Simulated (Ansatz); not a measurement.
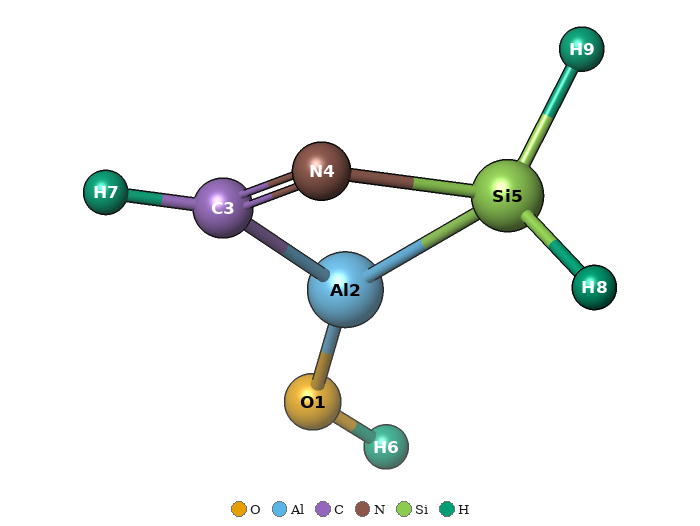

Distant atoms are faded towards the background colour. The computed structure is the end point of a PBE-D4/def2-SVP optimisation. No frequency run is at hand to confirm it as a minimum.

### How is the 4-membered ring Al2–C3–N4–Si5 puckered?

It is planar. The Cremer–Pople amplitude Q is 0.05 Å.

### Give the torsion angles round the ring, beginning with the bond from its second to its third atom.

5°, −4°, 2°, −3°.
